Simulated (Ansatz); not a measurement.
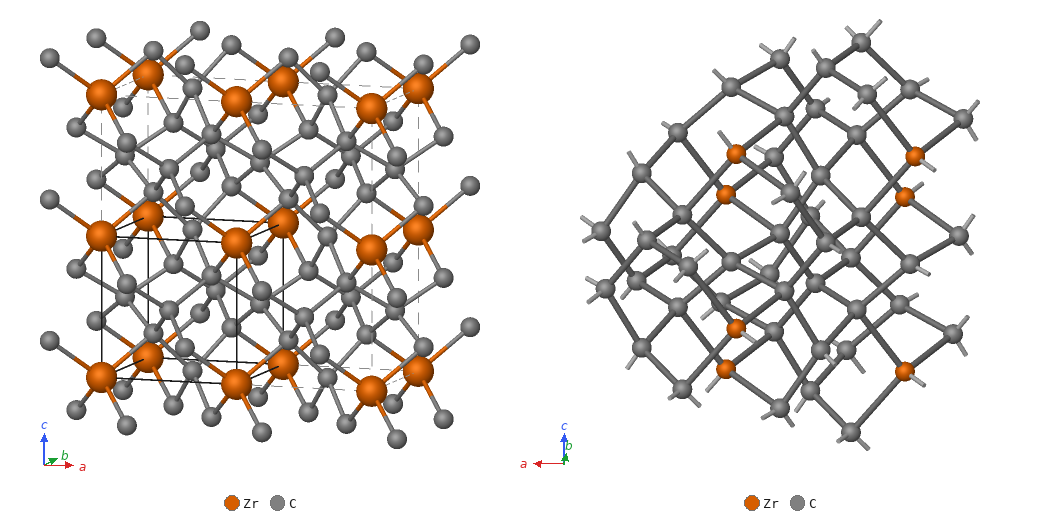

Left: the structure. Right: its underlying net. Nodes are coloured by element. Edges to nodes outside the piece are drawn as stubs.

The compound is ZrC7 (space group P-43m, No. 215), taken as coordinates from a relaxation with Ansatz, DFT PBE, scalar-relativistic, plane waves, PAW; the starting structure was generated, so it need not be a known form of this composition.

Bonds are taken as C–C below 1.9 Å and C–Zr below 2.2 Å; no other contact counts. The graph is simplified in the usual way: terminal and isolated atoms are pruned, two-connected atoms become edges.

The result is a uninodal 4-connected, three-periodic net: Zr and C are 4-connected nodes. It is the dia net, known from diamond, zinc blende and cristobalite. It is a single net, without interpenetration.

```tsv
node	links	point symbol	coordination sequence
Zr and C	4	6^6	4 12 24 42 64
```
